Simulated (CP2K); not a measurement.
4-isocyanopyridine has these distinct C atoms: C1 (bonded to N), C3 (bonded to 2 C and N), C4 (bonded to 2 C and H) and C5 (bonded to C, N and H).

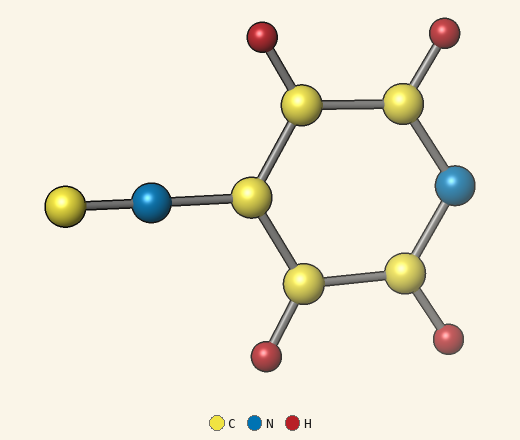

The molecule (carbon yellow, nitrogen blue, hydrogen red).

```xyz
12

C     3.3919    0.4005   -0.1574
N     2.2161    0.2523   -0.0977
C     0.8447    0.0902   -0.0302
C     0.0100    1.2127    0.0237
C    -1.3677    0.9991    0.0752
N    -1.9413   -0.2162    0.0761
C    -1.1173   -1.2786    0.0280
C     0.2749   -1.1890   -0.0248
H     0.4334    2.2150    0.0254
H    -2.0493    1.8515    0.1145
H    -1.5977   -2.2598    0.0280
H     0.9025   -2.0776   -0.0608
```

Their partial C K spectra (CP2K XAS_TDP, all-electron GAPW, PBEh(45%), aug-cc-pVDZ, TDA, GW2X-corrected core level, no relativity) are given in random order, each times the number of alike atoms.

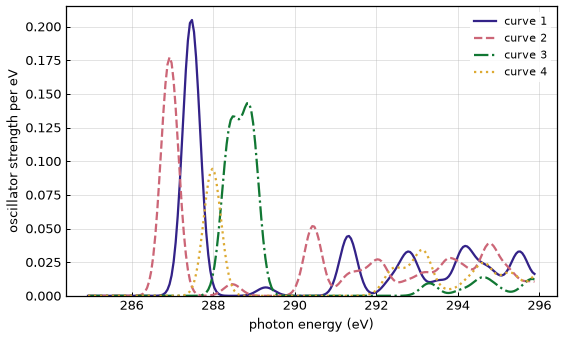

Gaussian full width 0.5 eV, oscillator strength per eV, alike atoms added, rows of zeros left out.

Question: Which curve belongs to which atom?

Curve 1: C5 (bonded to C, N and H), leading line at 287.46 eV (f = 0.055 an atom), ionisation energy 293.45 eV, term value 5.99 eV. Curve 2: C4 (bonded to 2 C and H), leading line at 286.93 eV (f = 0.047 an atom), ionisation energy 292.68 eV, term value 5.75 eV. Curve 3: C1 (bonded to N), leading line at 288.42 eV (f = 0.064 an atom), ionisation energy 295.01 eV, term value 6.59 eV. Curve 4: C3 (bonded to 2 C and N), leading line at 287.98 eV (f = 0.050 an atom), ionisation energy 294.24 eV, term value 6.26 eV. The leading line of an atom is its first one with 35 % of the strongest within 2.5 eV of its lowest line over the strength cut. A line lies at the core ionisation energy, which rises as an atom loses charge to its neighbours or to a π system, less the term value, which is large for a low π* or σ* orbital with weight on that atom.

[Banner, clock and machine lines of the logs are left out without a mark of their own.]

[Logs are printed without paths, hosts, clocks, repeated set-up lines and the standing remarks that a program may print on its own settings, such as how far it seeks lower states.]

[Hosts, paths, dates, database ids (printed as entryN), source tags and the programs' standing remarks are cut or masked in the printed files.]
